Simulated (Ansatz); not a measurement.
# Cl₃HOZr (SMILES [OH][Zr]([Cl])([Cl])[Cl]): what the fields show

```tsv
atom	x (Å)	y (Å)	z (Å)
O	-0.5126	0.2986	1.3396
Zr	0.1481	-0.0923	-0.3748
Cl	2.0285	-1.4642	-0.1775
Cl	-1.5070	-1.1931	-1.6020
Cl	0.7322	1.9006	-1.4445
H	-0.8472	0.4864	2.2132
```

Geometry: PBE0-D4/def2-TZVP; core potentials replace the inner electrons of Zr.

Theory: Ansatz, RKS PBE0-D4/def2-TZVPP.

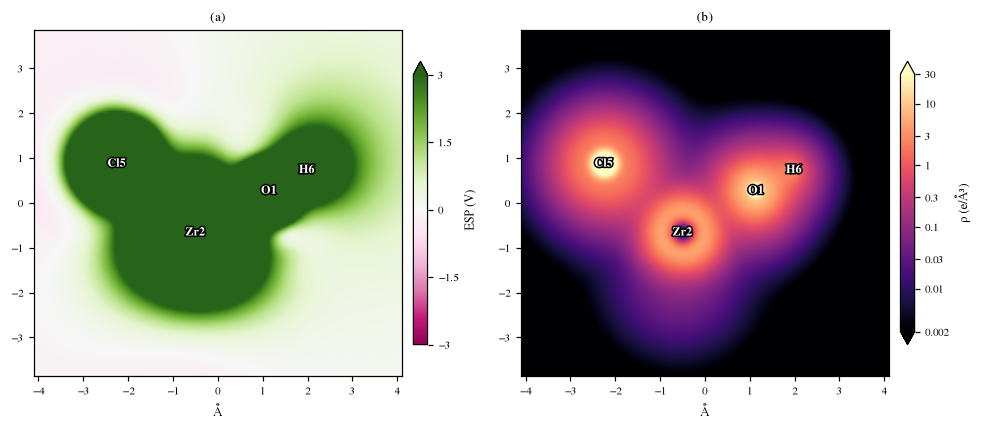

Figure 1. (a) molecular electrostatic potential; (b) electron density on the plane of atoms O1, Zr2 and Cl5.

> What does the map show?

The section cuts through O, Zr, Cl and H sites. Zr–O (1.88 Å): the density is about 1 e/Å³ at the midpoint. Zr–Cl (2.34 Å): ρ is about 0.63 e/Å³ halfway. O–H (0.95 Å): the density is about 3.9 e/Å³ at the midpoint. Outside the dense part of the molecule the potential is most negative (−0.3 V) near Cl5.

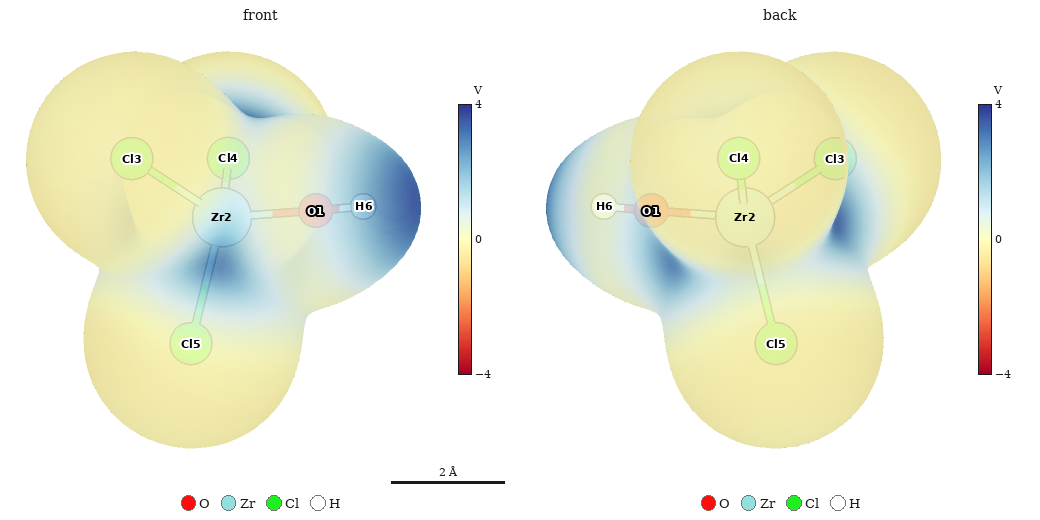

Figure 2. The molecular electrostatic potential painted on the density surface at 0.002 e/bohr³, seen from the front and from behind; red is negative and blue positive.

> Describe the electrostatic potential map.

The most negative region (about −0.3 V) lies over Cl3, Cl4 and Cl5, the most positive (about +3.4 V) over Zr2 and H6.

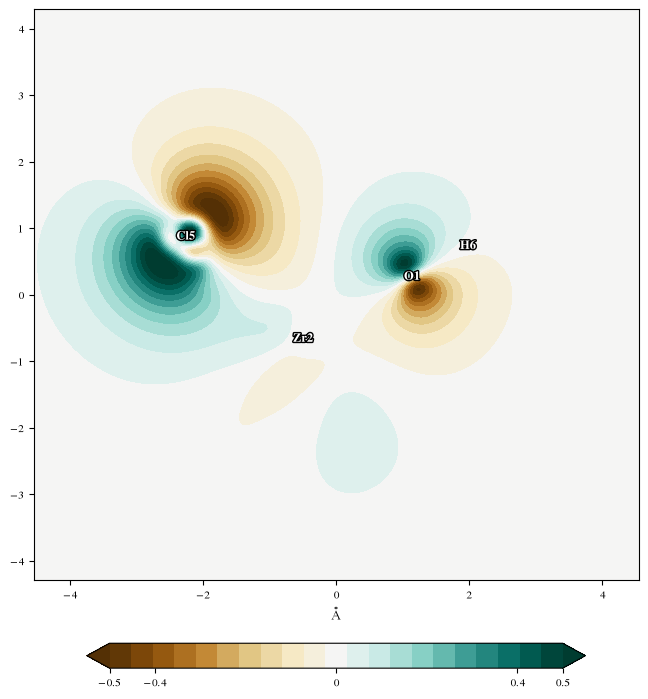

Figure 3. The HOMO−1 on the plane of atoms O1, Zr2 and Cl5 (values in Å⁻³ᐟ²; the overall sign is arbitrary).

> Where does this orbital lie, and at what energy?

It lies mainly on Cl5 (about 50 %), Cl4 (about 20 %), Cl3 (about 20 %) and O1 (about 5 %); largely a combination of lone pairs on Cl5, Cl4, Cl3 and O1. It is one of a degenerate set, so its orientation is arbitrary. Its energy is −9.45 eV.
